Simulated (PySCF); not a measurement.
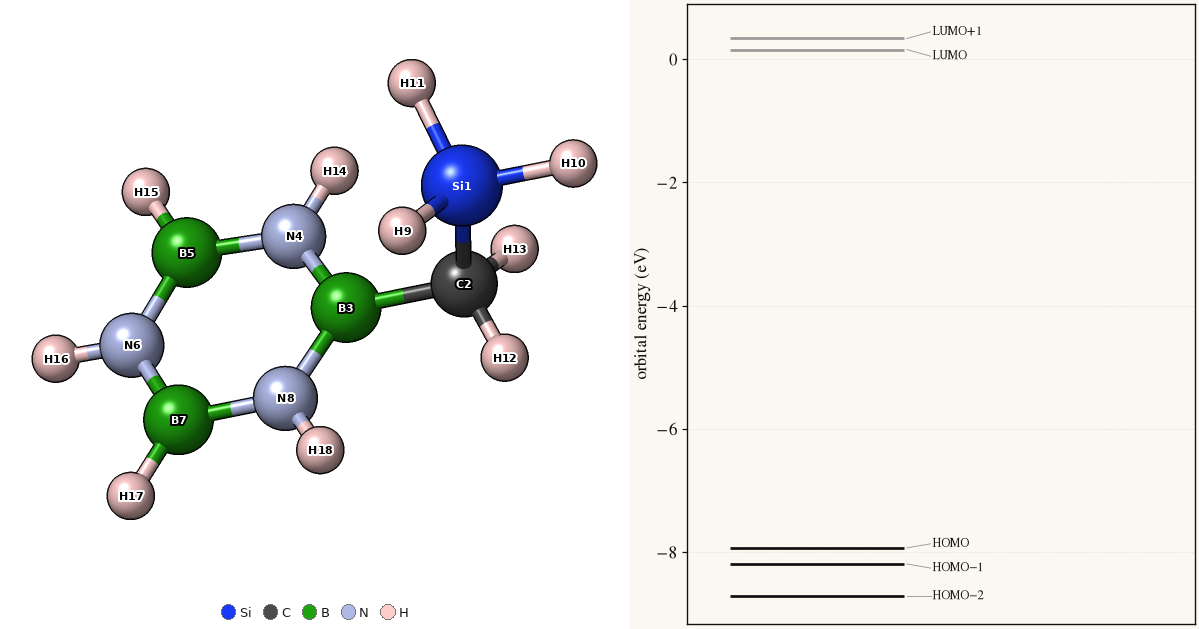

CH₁₀B₃N₃Si, SMILES [SiH3]CB1NBNBN1. Kohn-Sham orbital energies near the frontier, PBE0/def2-SVPD in PySCF 2.14.0, at a GFN2-xTB geometry (no frequency check), isolated molecule; empty levels in grey, levels within 0.03 eV side by side.

Question: Where do the frontier orbitals lie?

Answer: HOMO at −7.93 eV, LUMO at 0.15 eV, 8.09 eV apart.

Question: How far below the HOMO does the next level lie?

Answer: 0.26 eV.

Question: List the levels with the atoms that carry most of them (a dash for levels above zero or within 0.03 eV of another, where shares mean little).

Answer:
| orbital | energy (eV) | Löwdin shares |
| --- | --- | --- |
| LUMO+1 | 0.34 | – |
| LUMO | 0.15 | – |
| HOMO | −7.93 | N6 34 %, N4/N8 14 % each |
| HOMO−1 | −8.19 | N8/N4 35 % each, B5/B7 8 % each |
| HOMO−2 | −8.72 | C2 27 %, B3 15 %, Si1 13 % |

Known limits of this run: the tight-binding geometry is rougher than a DFT one and adds to the error; one conformer of a flexible molecule; empty levels above zero depend strongly on the basis.
